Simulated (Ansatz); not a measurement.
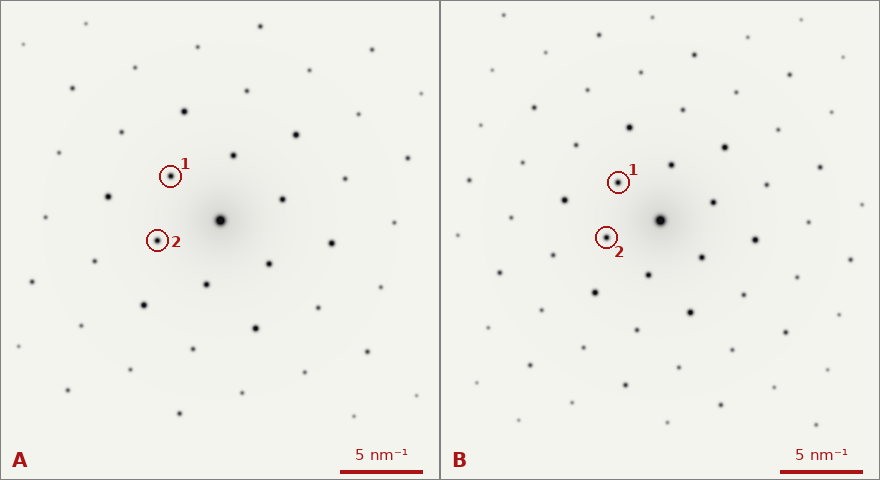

Kinematic electron diffraction patterns (200 kV, B = 0.5 Å², same scale) along [001] of the run's own cell, for the start and the end of one relaxation of GaH with DFT PBE, scalar-relativistic, plane waves, PAW in Ansatz. k mesh 18×18×10. The start is a generated model structure, and the relaxation ends in the nearest stationary point of its symmetry, not necessarily the ground state. Spot 1 is 0 -1 0 and spot 2 is 1 -1 0 in both.

Start structure:

```
CELL_PARAMETERS angstrom
3.34722 0.00000 0.00000
-1.67361 2.89878 0.00000
0.00000 0.00000 5.36046
ATOMIC_POSITIONS crystal
Ga 0.33333 0.66667 0.00000
Ga 0.66667 0.33333 0.50000
H 0.33333 0.66667 0.38210
H 0.66667 0.33333 0.88210
```

Question: Which pattern belongs to the start structure, and which to the relaxed one?

Answer: B is the start: its cell gives d(1) = 2.899 Å, d(2) = 2.899 Å and an angle of 60.0°. A is the relaxed structure, with d(1) = 2.472 Å (-14.7 %), d(2) = 2.472 Å (-14.7 %) and 60.0°.

Question: Summarise the relaxation behind the change.

Answer: The volume changed by -8.3 % to 11.92 Å³ an atom; with the mean shift removed, the atoms moved by up to 0.40 Å relative to the cell (H most); the space group stayed P6_3mc (No. 186); the free energy fell by 44 meV an atom. Relaxed cell: a = 2.855 Å, b = 2.855 Å, c = 6.756 Å, α = 90.00°, β = 90.00°, γ = 120.00°.
